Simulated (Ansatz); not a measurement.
LiTaO3 (LiNbO3 type, space group R3c)

Space group R3c, hexagonal axes (No. 161); a = b = 5.192 Å, c = 13.922 Å, α = β = 90.00°, γ = 120.00°

| atom | site | symmetry | x | y | z |
|---|---|---|---|---|---|
| Li | 6a | 3. | 0.0000 | 0.0000 | 0.2943 |
| Ta | 6a | 3. | 0.0000 | 0.0000 | 0.0122 |
| O | 18b | 1 | 0.0495 | 0.3426 | 0.0812 |
(The calculation used a cell of 10 atoms; values per cell refer to that cell.)

Equation-of-state scan: isotropic scaling of the cell above, V₀ being its volume. The atoms relax within the cell's symmetry.

The numbers are results of PBE (plane waves to 420 eV, PAW, scalar-relativistic; Ansatz, an electronic-structure program), not measurements. k mesh 8×8×8 (Γ-centred), Fermi-Dirac smearing 0.05 eV. E stands for the smeared free energy. The points do not follow one Birch-Murnaghan curve well, so no fit is quoted. LiTaO3 is run without spin polarisation. LiTaO3 was relaxed with its symmetry unable to fall. Spin-orbit coupling is left out, though Ta is heavy. The zero of ΔE is the relaxed starting cell.

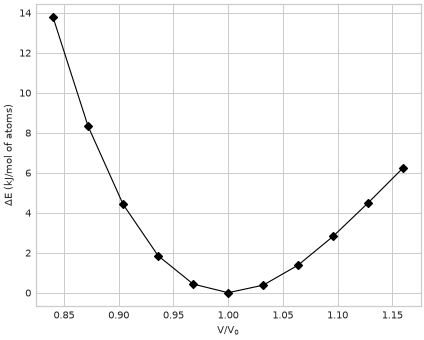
Fig. 1. ΔE (kJ/mol of atoms) against V/V₀; markers are the computed points, lines only join them.

The energy cost of the largest expansion comes out as 64.8 meV/atom and the energy cost of the largest compression is 142.8 meV/atom. The pressure at the smallest volume comes out as 30.1 GPa.

(Under strain, the slope of the energy per volume gives the stress and its curvature an elastic modulus.)
